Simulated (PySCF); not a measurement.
**GeH3O (SMILES [O][GeH3]): ROHF-D3(BJ)/aug-pc-1 (sfX2C, density fitting with def2-universal-jkfit)**

Aim: the electrostatic solvation energy at fixed shape (SS(V)PE, cyclohexane) of GeH3O at ROHF-D3(BJ)/aug-pc-1 (sfX2C, density fitting with def2-universal-jkfit), from 2 runs. 

The calculation is run with PySCF 2.14.0.

3 further runs of the same task are left out: 3 that didn't finish.

## 1. The system as given

GeH3O: 5 atoms, total charge 0, spin state doublet. SMILES: `[O][GeH3]`. Geometry: relaxed at PBE0-D4/def2-TZVP.

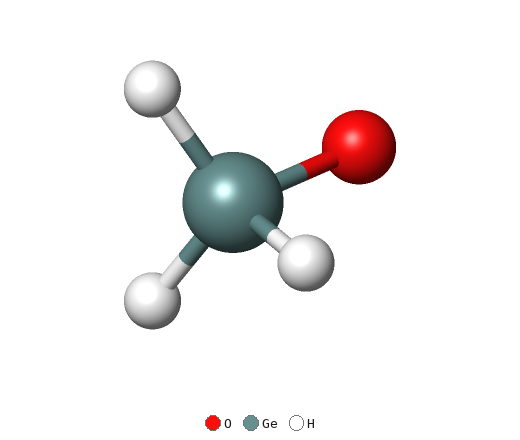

Viewed from a chosen angle; oxygen red, germanium teal, hydrogen white.

## 2. The energy at ROHF-D3(BJ)/aug-pc-1 (sfX2C, density fitting with def2-universal-jkfit)

File calc.py:

```python
# [O][GeH3]
from pyscf import gto, scf

molecule = gto.Mole()
molecule.atom = [
    ('O', (-1.443900, 0.418600, 0.777300)),
    ('Ge', (0.072300, -0.056300, -0.056900)),
    ('H', (-0.162200, -0.091200, -1.574700)),
    ('H', (0.548000, -1.418100, 0.471500)),
    ('H', (1.035700, 1.073400, 0.341400)),
]
molecule.verbose = 3
molecule.charge = 0
molecule.max_memory = 1860
molecule.basis = 'aug-pc-1'
molecule.spin = 1
molecule.build()

mf = scf.ROHF(molecule)
mf = mf.x2c()
mf = mf.density_fit(auxbasis='def2-universal-jkfit')
mf.disp = 'd3bj'
mf.kernel()

e_tot = mf.e_tot
print(f'total energy: {e_tot:.8f} hartree')
```

Command:

```
$ OMP_NUM_THREADS=1 python calc.py
```

What it wrote:

```text
converged SCF energy = -2169.07889616895
total energy: -2169.07889617 hartree
```

It took 2 s on 1 thread of Arm Neoverse V2, shared host; peak memory 0.15 GiB.

## 3. The energy at ROHF-D3(BJ)/aug-pc-1 (sfX2C, density fitting with def2-universal-jkfit, SS(V)PE cyclohexane)

File calc.py:

```python
from pyscf import gto, scf, solvent

mol = gto.M(
    atom=[
    ('O', (-1.443900, 0.418600, 0.777300)),
    ('Ge', (0.072300, -0.056300, -0.056900)),
    ('H', (-0.162200, -0.091200, -1.574700)),
    ('H', (0.548000, -1.418100, 0.471500)),
    ('H', (1.035700, 1.073400, 0.341400)),
],
    verbose=3,
    spin=1,
    charge=0,
    basis='aug-pc-1',
    max_memory=1860,
)

mf = scf.ROHF(mol)
mf = mf.x2c()
mf = mf.density_fit(auxbasis='def2-universal-jkfit')
mf = mf.PCM()
mf.with_solvent.method = 'SS(V)PE'
mf.with_solvent.eps = 2.0165
mf.disp = 'd3bj'
mf.kernel()

e_final = mf.e_tot
print('E(%s) = %.9f' % ('HF', e_final))
```

Command:

```
$ OMP_NUM_THREADS=1 python calc.py
```

What it wrote:

```text
WARN: PCM is an experimental feature. It is still in testing.
Features and APIs may be changed in the future.

converged SCF energy = -2169.08079075252
E(HF) = -2169.080790753
```

Wall time 9.3 s (1 thread of Arm Neoverse V2, shared host); peak memory 0.24 GiB.

## 4. What came out

Level: ROHF-D3(BJ)/aug-pc-1 (sfX2C, density fitting with def2-universal-jkfit).

```
                                        quantity           value
                         gas phase: total energy  -2169.07890 Eh
                        gas phase: dipole moment          2.19 D
                    gas phase: dispersion energy   -54.08 kJ/mol
                                 gas phase: ⟨S²⟩           0.750
              SS(V)PE, cyclohexane: total energy  -2169.08079 Eh
             SS(V)PE, cyclohexane: dipole moment          2.39 D
         SS(V)PE, cyclohexane: dispersion energy   -54.08 kJ/mol
SS(V)PE, cyclohexane: solvent term in the energy     -5.3 kJ/mol
                      SS(V)PE, cyclohexane: ⟨S²⟩           0.750
energy change from gas to solvent at fixed shape       -0.052 eV
```

The solvent model (SS(V)PE, cyclohexane) lowers the energy by 0.05 eV (−1.2 kcal/mol) at the same shape. It holds the electrostatic part alone, without cavity or dispersion terms. Mulliken charges (gas phase) run from -0.81 on O1 to +0.30 on Ge2; in a basis this large or diffuse they mean little.
